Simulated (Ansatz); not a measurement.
**The cluster In2As: geometry, orbitals and charge**

Aim: characterise the cluster In2As as a doublet: its structure, frontier levels and distribution of charge and spin.

The runs use Ansatz 0.2.0, Gaussian basis; UKS PBE0-D4/def2-TZVP.

Levels to be run: relaxation at PBE-D4/def2-TZVP; a search for the lowest solution at PBE0-D4/def2-SVP; a single point at PBE0-D4/def2-TZVP; harmonic vibrations at PBE-D4/def2-TZVP.

4 further runs of the same task are left out: 4 set aside as unsound or not needed.

### 1 The starting structure

3 atoms, charge 0, spin multiplicity 2.

Atoms are counted from 1 here; the program's logs count them from 0.

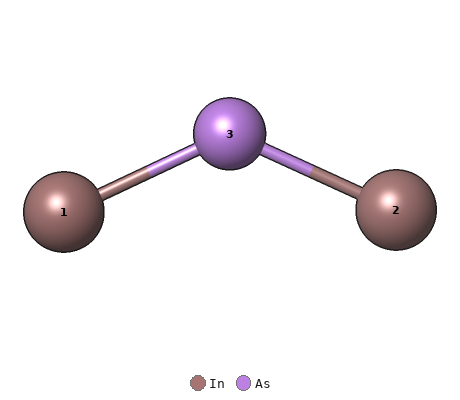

Start geometry, drawn with indium brown, arsenic purple; atoms are numbered from 1 in the order of the file.

In takes a core potential in the def2 sets. No spin-orbit coupling is included.

The start is a GFN2-xTB geometry.

### 2 Optimising with PBE-D4/def2-TZVP

in.yaml

```yaml
crystal:
  periodic: [false, false, false]
  atoms:
    - {symbol: In, position_ang: [1.323150, -0.493970, 1.972180]}
    - {symbol: In, position_ang: [-0.994910, -0.128180, -2.208370]}
    - {symbol: As, position_ang: [-0.328240, 0.622140, 0.236190]}
basis:
  gaussian: {orbitals: def2-TZVP}
magnetization: {spin_polarized: true, initial_magnetization: 1}
hamiltonian: {xc: pbe, dispersion: d4}
scf: {lower_state_search: "off"}
output: {orbitals: {seedname: orbitals}}
relax: {f_tol: 0.02, max_steps: 100}
```

Launch:

```sh
$ ansatz run in.yaml --threads 2 --pin off --events-out ev --progress --plain --max-ram 4352MiB
```

Further steps of the session: Searching for the lowest solution, PBE0-D4/def2-SVP; Single point, PBE0-D4/def2-TZVP; Vibrations by finite differences.

Q: Predict the results of all the runs planned. Wanted: point group; commonest bond; HOMO, LUMO at PBE0-D4/def2-TZVP; ⟨S²⟩; dipole at PBE-D4/def2-TZVP; lowest, highest wavenumber.

The runs gave:

| quantity | value |
| --- | --- |
| point group | C2v |
| commonest bond | As–In, 2 of mean length 2.697 Å |
| HOMO, LUMO at PBE0-D4/def2-TZVP (over both spins) | -5.16, -3.29 eV |
| ⟨S²⟩ | 0.756 |
| dipole at PBE-D4/def2-TZVP | 1.59 D |
| lowest, highest wavenumber | 33, 197 cm⁻¹ |

The molecule keeps its bonding pattern by the stored test; the atoms moved 0.23 Å (rms), and the angle In1–As3–In2 went from 130° to 112°. All wavenumbers are real: a minimum at this level. Whether this spin is the lowest isn't tested here.
